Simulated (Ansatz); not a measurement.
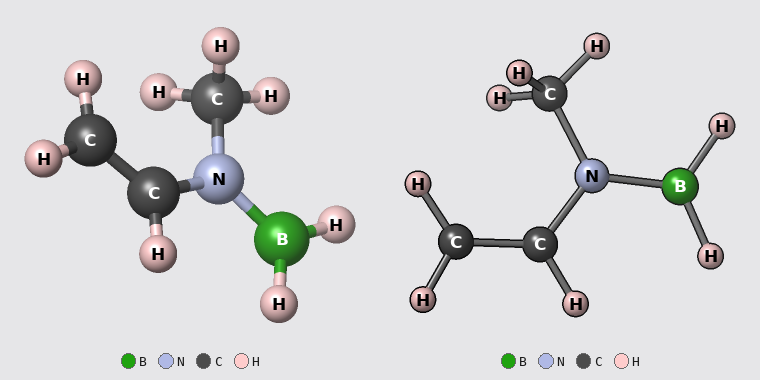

The same structure drawn twice, from different directions.

The computed structure is the end point of a PBE0-D4/def2-TZVP optimisation.

Identify the structure.

It has 13 atoms: 3 carbon, 8 hydrogen, 1 boron and 1 nitrogen (C3H8BN). As SMILES it reads `BN(C)C=C`. It has no ring. Among its groups: alkene, B–H bond. The point group is Cs. Coordination: 1 B trigonal planar; 1 N trigonal planar; 1 C tetrahedral; 2 C trigonal planar.

The parts below concern this one geometry. Atoms keep their numbers from picture to picture.

### Charges

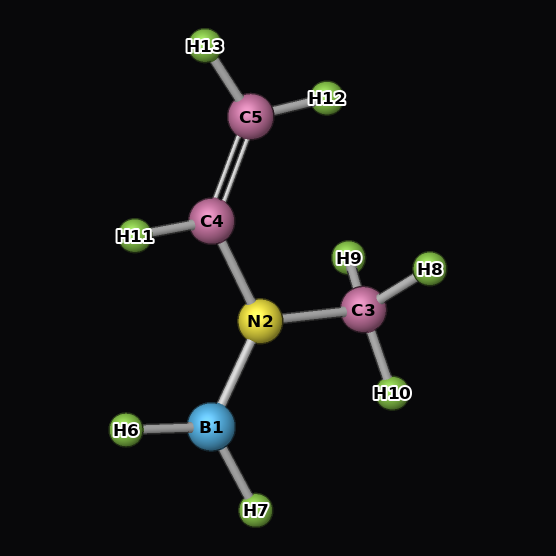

The questions are on Mulliken charges. Properties computed with RKS PBE-D4/def2-TZVPP (Ansatz 0.2.0).

List the Mulliken charges.

```tsv
atom	value (e)
B1	−0.14
N2	0.03
C3	−0.20
C4	0.00
C5	−0.24
H6	−0.01
H7	−0.01
H8	0.10
H9	0.10
H10	0.10
H11	0.09
H12	0.08
H13	0.09
```

### Electronic properties

Level of theory: RKS ωB97M-V/def2-TZVPP (Ansatz 0.2.0).

What does the calculation give?

- dipole moment: 1.18 D
- HOMO energy (Kohn–Sham orbital): −8.95 eV
- LUMO energy (Kohn–Sham orbital): 1.32 eV
- HOMO–LUMO gap: 10.27 eV

### Thermal motion

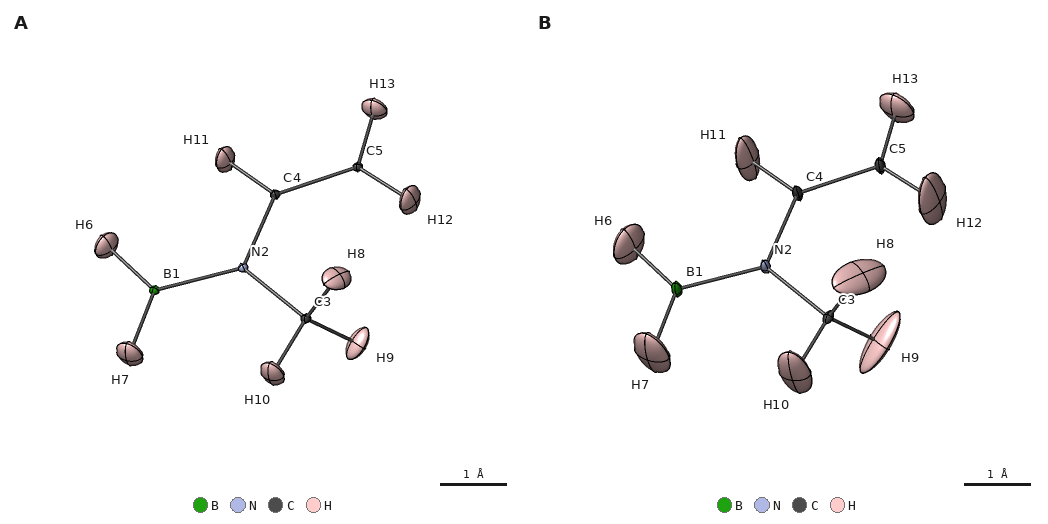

Displacement ellipsoids at the 50 % level, from the internal vibrations of the free molecule (harmonic, no overall translation or rotation; no half-axis is drawn under 0.075 Å). Vibrations computed with RKS PBE0-D4/def2-TZVP (Ansatz 0.2.0). One panel is for 100 K, the other for 900 K.

Question: Which panel is for 900 K?

Answer: B.

Question: How much does the mean-square displacement of C4 grow, and why?

Answer: U_eq goes from 0.0017 to 0.0059 Å², a factor of 3.5. Modes below kT (626 cm⁻¹ at 900 K) grow about in proportion to T, and the lowest lies at 176 cm⁻¹; the mean-square amplitude of a mode is its zero-point value times coth(ħω/2kT), which comes close to 1 only above about 3kT.

Mulliken values depend strongly on the basis set and can even reverse the polarity of a bond.
